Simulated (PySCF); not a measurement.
# C₂H₇BOSi: electronic excitations and core binding energies

Aim: predict the electronic excitations and core binding energies of C₂H₇BOSi (`C=CBO[SiH3]`).

Programs: PySCF 2.14.0, with density-fitted response routines of our own. Each step states its level of theory. These are calculated values for one molecule in the gas phase, unless marked as measured. Atoms count from 0, in the outputs and in this text.

## (1) The starting structure

12 atoms, charge 0, multiplicity 1; geometry from: GFN2-xTB.

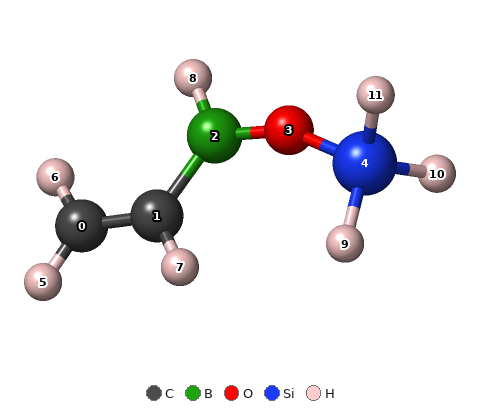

The starting geometry (carbon dark grey, boron green, oxygen red, silicon blue, hydrogen pink), atoms numbered.

## (2) Ultraviolet spectrum: CAM-B3LYP/def2-SVPD

Job settings and geometry (Å):

```
{"job": {"kind": "uv", "xc": "CAM-B3LYP", "basis": "def2-SVPD", "nstates": 8, "ntriplets": 3}, "charge": 0, "multiplicity": 1}
C      2.490887    -0.045635    -0.658767
C      1.180369     0.110345    -0.498794
B      0.346447    -0.535072     0.657000
O     -0.957523    -0.339306     0.752337
Si    -2.379603     0.270065     0.301215
H      3.044140     0.409846    -1.466970
H      3.069333    -0.645179     0.026403
H      0.653589     0.726703    -1.221311
H      0.862844    -1.214433     1.471385
H     -2.271587     1.210018    -0.820423
H     -3.168567    -0.899694    -0.080859
H     -2.869129     0.951657     1.498182
```

With the program's defaults for keys left out, this is: TDDFT CAM-B3LYP/def2-SVPD, vertical, gas phase, core orbitals frozen in the response.

Started as:

```
$ OMP_NUM_THREADS=1 python probes_run.py task.json out
```

This one command runs all jobs of the session in turn.

What it wrote:

```text
coarse grid: 10312 points
cycle   1  E = -469.5659794952  dE =  4.895e-01  |g| = 6.767e-01  |ddm| = 5.517e+00
cycle   2  E = -469.5033252644  dE =  6.265e-02  |g| = 9.152e-01  |ddm| = 1.740e+00
cycle   3  E = -469.6567089669  dE = -1.534e-01  |g| = 6.541e-02  |ddm| = 8.999e-01
cycle   4  E = -469.6576088228  dE = -8.999e-04  |g| = 2.836e-02  |ddm| = 1.584e-01
cycle   5  E = -469.6578277224  dE = -2.189e-04  |g| = 3.198e-03  |ddm| = 5.427e-02
cycle   6  E = -469.6578306134  dE = -2.891e-06  |g| = 8.732e-04  |ddm| = 1.008e-02
final grid: 94368 points
cycle   7  E = -469.7348464475  dE = -2.328e-05  |g| = 2.837e-03  |ddm| = 6.044e-02
cycle   8  E = -469.7348468017  dE = -3.542e-07  |g| = 2.824e-03  |ddm| = 1.024e-02
cycle   9  E = -469.7348486325  dE = -1.831e-06  |g| = 4.053e-04  |ddm| = 3.505e-03
cycle  10  E = -469.7348486641  dE = -3.161e-08  |g| = 1.607e-04  |ddm| = 6.638e-04
cycle  11  E = -469.7348486699  dE = -5.749e-09  |g| = 2.546e-05  |ddm| = 2.686e-04
cycle  12  E = -469.7348486701  dE = -2.007e-10  |g| = 1.431e-05  |ddm| = 5.841e-05
converged SCF energy = -469.7348486701

Static polarisability (au): isotropic 69.072, principal 52.993 62.503 91.719

Singlet excitations
state   eV       nm        f      main configurations
  1   5.3631    231.2   0.00134   H-1->L 0.89
  2   6.5456    189.4   0.48050   H->L 0.92
  3   7.2844    170.2   0.00928   H-1->L+1 0.82
  4   7.4428    166.6   0.00157   H-4->L 0.39, H-3->L 0.38
  5   7.7218    160.6   0.06043   H->L+1 0.71
  6   8.0297    154.4   0.00612   H->L+3 0.25, H-2->L+1 0.18, H->L+2 0.15
  7   8.0744    153.6   0.02200   H-1->L+4 0.25, H-1->L+5 0.20, H-3->L 0.10
  8   8.1630    151.9   0.04729   H-1->L+2 0.68

Triplet excitations (Tamm-Dancoff, eV): 3.9731 4.9336 6.9120
```

It took 36 s on 1 thread of Arm Neoverse N1, shared host; peak memory 0.72 GiB.

The orbitals next to the gap, with their largest atomic shares:

```
orbital      eV                        atoms
 HOMO−3  -11.20   Si4 25 %, H9 20 %, O3 10 %
 HOMO−2  -10.91  Si4 30 %, H10 21 %, O3 21 %
 HOMO−1   -9.44    O3 26 %, B2 19 %, C1 18 %
   HOMO   -9.42     C1 37 %, C0 35 %, O3 7 %
   LUMO   -0.08    C0 29 %, B2 22 %, C1 21 %
 LUMO+1    0.93   Si4 32 %, B2 29 %, H10 8 %
 LUMO+2    1.32  Si4 52 %, H9 12 %, H11 10 %
```

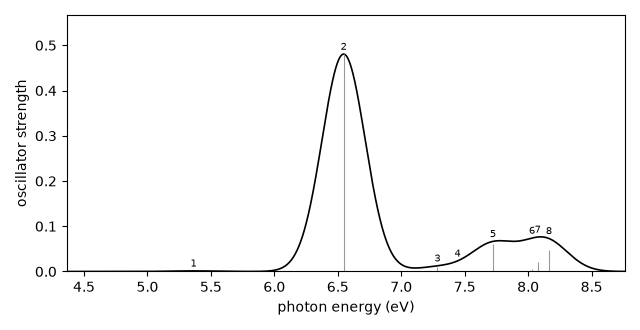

Absorption spectrum from the 8 singlet states computed; above the last one it falls off for lack of states. Lines are broadened to a width of 0.40 eV (Gaussian).

Ground-state properties from the same run:

```
           property  computed
  dipole moment (D)      1.00
polarisability (Å³)     10.24
 HOMO–LUMO gap (eV)      9.35
      −ε(HOMO) (eV)      9.42
```

## (3) Core holes by ΔSCF: SCAN, X2C

Same as in step 2 but for these lines:

```diff
@@ -1,2 +1,2 @@
-{"job": {"kind": "uv", "xc": "CAM-B3LYP", "basis": "def2-SVPD", "nstates": 8, "ntriplets": 3}, "charge": 0, "multiplicity": 1}
+{"job": {"kind": "xps"}, "charge": 0, "multiplicity": 1}
 C      2.490887    -0.045635    -0.658767
```

Level: delta-SCF UKS SCAN, pcX-2 on the ionised atom, pcseg-1 elsewhere, spin-free X2C.

What it wrote:

```text
ground state, core basis on atom 0 (C), 140 functions
  cycle   1  E = -470.43900390  |g| = 7.24e-01
  cycle   2  E = -470.16498657  |g| = 1.37e+00
  cycle   3  E = -470.53824924  |g| = 2.10e-01
  cycle   4  E = -470.54849074  |g| = 5.45e-02
  cycle   5  E = -470.54901078  |g| = 3.31e-02
  cycle   6  E = -470.54929825  |g| = 7.38e-03
  cycle   7  E = -470.54931338  |g| = 1.50e-03
  cycle   8  E = -470.54931571  |g| = 3.74e-04
  E(ground) = -470.58852684 Eh
hole in C 1s of atom 0
  cycle   1  E = -459.29601875  |g| = 1.50e+00
  cycle   2  E = -457.48649360  |g| = 2.07e+00
  cycle   3  E = -459.66340177  |g| = 6.01e-01
  cycle   4  E = -459.78251985  |g| = 4.58e-01
  cycle   5  E = -459.86708798  |g| = 1.33e-01
  cycle   6  E = -459.87323554  |g| = 4.82e-02
  cycle   7  E = -459.87422497  |g| = 1.52e-02
  cycle   8  E = -459.87437204  |g| = 4.30e-03
  cycle   9  E = -459.87440022  |g| = 2.28e-03
  cycle  10  E = -459.87441213  |g| = 1.18e-03
  cycle  11  E = -459.87441543  |g| = 5.94e-04
  cycle  12  E = -459.87441587  |g| = 2.96e-04
  E(ion) = -459.91285124 Eh   <S^2> = 0.7979   hole on atom = 1.000   binding energy = 290.500 eV
ground state, core basis on atom 1 (C), 140 functions
  cycle   1  E = -470.54879695  |g| = 6.30e-02
  cycle   2  E = -470.54787365  |g| = 6.54e-02
  cycle   3  E = -470.54862570  |g| = 3.86e-02
  cycle   4  E = -470.54905269  |g| = 5.05e-03
  cycle   5  E = -470.54905948  |g| = 1.40e-03
  cycle   6  E = -470.54905916  |g| = 3.72e-04
  E(ground) = -470.58853855 Eh
hole in C 1s of atom 1
  cycle   1  E = -459.32271389  |g| = 1.51e+00
  cycle   2  E = -457.15338580  |g| = 2.13e+00
  cycle   3  E = -459.61240231  |g| = 6.51e-01
  cycle   4  E = -459.80361197  |g| = 4.40e-01
  cycle   5  E = -459.88527351  |g| = 1.37e-01
  cycle   6  E = -459.89313775  |g| = 3.90e-02
  cycle   7  E = -459.89359964  |g| = 1.95e-02
  cycle   8  E = -459.89379747  |g| = 4.26e-03
  cycle   9  E = -459.89382030  |g| = 2.09e-03
  cycle  10  E = -459.89383025  |g| = 1.28e-03
  cycle  11  E = -459.89383435  |g| = 5.87e-04
  cycle  12  E = -459.89383469  |g| = 2.57e-04
  E(ion) = -459.93215293 Eh   <S^2> = 0.7904   hole on atom = 1.000   binding energy = 289.975 eV
ground state, core basis on atom 2 (B), 140 functions
  cycle   1  E = -470.54318981  |g| = 5.20e-02
  cycle   2  E = -470.54272718  |g| = 5.07e-02
  cycle   3  E = -470.54317495  |g| = 2.89e-02
  cycle   4  E = -470.54339086  |g| = 7.40e-03
  cycle   5  E = -470.54340319  |g| = 2.13e-03
  cycle   6  E = -470.54340409  |g| = 3.00e-04
  E(ground) = -470.58358364 Eh
hole in B 1s of atom 2
  cycle   1  E = -462.92456597  |g| = 1.17e+00
  cycle   2  E = -461.37073657  |g| = 1.86e+00
  cycle   3  E = -463.22565283  |g| = 3.99e-01
  cycle   4  E = -463.30563927  |g| = 2.08e-01
  cycle   5  E = -463.31053589  |g| = 1.89e-01
  cycle   6  E = -463.33199001  |g| = 4.71e-02
  cycle   7  E = -463.33283525  |g| = 1.82e-02
  cycle   8  E = -463.33299790  |g| = 4.36e-03
  cycle   9  E = -463.33302067  |g| = 2.24e-03
  cycle  10  E = -463.33302640  |g| = 1.89e-03
  cycle  11  E = -463.33302818  |g| = 5.84e-04
  cycle  12  E = -463.33303154  |g| = 2.75e-04
  E(ion) = -463.37343680 Eh   <S^2> = 0.7937   hole on atom = 1.000   binding energy = 196.198 eV
ground state, core basis on atom 3 (O), 140 functions
  cycle   1  E = -470.58201244  |g| = 1.14e-01
  cycle   2  E = -470.57919058  |g| = 1.44e-01
  cycle   3  E = -470.58248363  |g| = 4.72e-02
  cycle   4  E = -470.58285943  |g| = 9.17e-03
  cycle   5  E = -470.58288246  |g| = 2.00e-03
  cycle   6  E = -470.58288267  |g| = 3.82e-04
  E(ground) = -470.61909494 Eh
hole in O 1s of atom 3
  cycle   1  E = -449.97258525  |g| = 2.23e+00
  cycle   2  E = -449.37794068  |g| = 2.22e+00
  cycle   3  E = -450.64891100  |g| = 5.40e-01
  cycle   4  E = -450.65882916  |g| = 4.50e-01
  cycle   5  E = -450.79477087  |g| = 8.33e-02
  cycle   6  E = -450.79844508  |g| = 3.76e-02
  cycle   7  E = -450.79918951  |g| = 7.75e-03
  cycle   8  E = -450.79922354  |g| = 2.48e-03
  cycle   9  E = -450.79922621  |g| = 6.21e-04
  cycle  10  E = -450.79922601  |g| = 1.77e-04
  E(ion) = -450.83662368 Eh   <S^2> = 0.7611   hole on atom = 1.000   binding energy = 538.308 eV
ground state, core basis on atom 4 (Si), 151 functions
  cycle   1  E = -470.64821991  |g| = 3.07e-01
  cycle   2  E = -470.64297312  |g| = 2.05e-01
  cycle   3  E = -470.64382682  |g| = 1.86e-01
  cycle   4  E = -470.65037232  |g| = 1.97e-02
  cycle   5  E = -470.65044080  |g| = 8.15e-03
  cycle   6  E = -470.65045848  |g| = 1.28e-03
  cycle   7  E = -470.65045922  |g| = 3.27e-04
  E(ground) = -470.64807933 Eh
hole in Si 1s of atom 4
  cycle   1  E = -401.70365245  |g| = 4.35e+00
  cycle   2  E = -400.31218114  |g| = 2.41e+00
  cycle   3  E = -397.86507693  |g| = 2.36e+00
  cycle   4  E = -402.64351256  |g| = 4.63e-01
  cycle   5  E = -402.68358455  |g| = 4.04e-01
  cycle   6  E = -402.74137961  |g| = 1.20e-01
  cycle   7  E = -402.74869451  |g| = 2.87e-02
  cycle   8  E = -402.74881278  |g| = 2.74e-02
  cycle   9  E = -402.74921500  |g| = 5.68e-03
  cycle  10  E = -402.74923194  |g| = 1.85e-03
  cycle  11  E = -402.74923418  |g| = 3.18e-04
  E(ion) = -402.75503146 Eh   <S^2> = 0.7521   hole on atom = 1.000   binding energy = 1847.464 eV
hole in Si 2p of atom 4
  cycle   1  E = -466.36233305  |g| = 1.23e+00
  cycle   2  E = -464.78167235  |g| = 1.52e+00
  cycle   3  E = -466.18055959  |g| = 8.75e-01
  cycle   4  E = -466.63100585  |g| = 2.63e-01
  cycle   5  E = -466.65420638  |g| = 2.24e-01
  cycle   6  E = -466.67484532  |g| = 3.90e-02
  cycle   7  E = -466.67520890  |g| = 3.06e-02
  cycle   8  E = -466.67570163  |g| = 1.27e-02
  cycle   9  E = -466.67579379  |g| = 6.22e-04
  cycle  10  E = -466.67579265  |g| = 1.41e-04
  E(ion) = -466.68460758 Eh   <S^2> = 0.7514   hole on atom = 1.002   binding energy = 107.852 eV
  2p3/2 = 107.586 eV   2p1/2 = 108.213 eV
```

It took 82 s on 1 thread of Arm Neoverse N1, shared host; peak memory 0.49 GiB.

The holes in one table. −ε is the ground-state orbital energy:

```
       hole  stands for               environment  ΔSCF (eV; 2p as the shell's mean)  −ε (eV)   ⟨S²⟩
  C1s on C0          C0      terminal =CH2 carbon                             290.50    273.9  0.798
  C1s on C1          C1                 alkene CH                             289.98    273.1  0.790
  B1s on B2          B2   boron bonded to C, O, H                             196.20    180.4  0.794
  O1s on O3          O3    oxygen bonded to B, Si                             538.31    516.8  0.761
Si1s on Si4         Si4  silicon bonded to O, 3 H                            1847.46   1793.9  0.752
Si2p on Si4         Si4  silicon bonded to O, 3 H                             107.80     96.7  0.751
```

With the spin-orbit splitting: Si4 2p3/2 107.59, 2p1/2 108.21 eV. The table gives each 2p level as the mean over the whole 2p shell (two parts 2p3/2, one part 2p1/2), which differs a little from the single hole in the log.

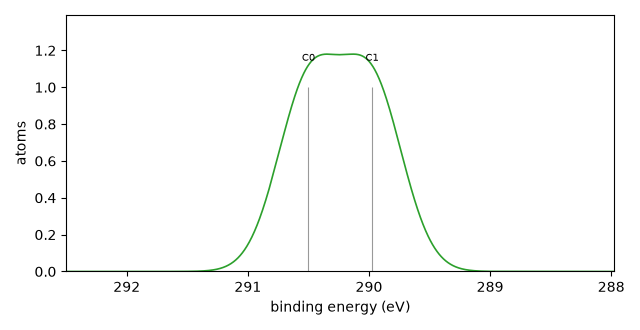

The C1s photoelectron lines, weighted by the number of atoms. Lines are broadened to a width of 0.60 eV (Gaussian).

## (4) Results

| quantity | value |
| --- | --- |
| lowest singlet (CAM-B3LYP/def2-SVPD) | 5.36 eV (231 nm), f = 0.001 |
| brightest single state of those computed | state 2, 6.55 eV, f = 0.480 |
| lowest triplet | 3.97 eV |
| C1s binding energies, SCAN/pcX-2 | C0 290.50, C1 289.98 eV |
| B1s binding energies, SCAN/pcX-2 | B2 196.20 eV |
| O1s binding energies, SCAN/pcX-2 | O3 538.31 eV |
| Si1s binding energies, SCAN/pcX-2 | Si4 1847.46 eV |
| Si2p binding energies, SCAN/pcX-2 | Si4 107.80 eV |

**Reading.** The first singlet state (HOMO−1→LUMO 0.89) lies at 5.36 eV and is weak; of the 8 states computed, the strongest absorption comes from state 2 at 6.55 eV. The lowest triplet lies 1.39 eV below the lowest singlet (triplets in Tamm-Dancoff, singlets in full TDDFT). The C1s levels kept as sound span 0.52 eV, from C1 (alkene CH) up to C0 (terminal =CH2 carbon).
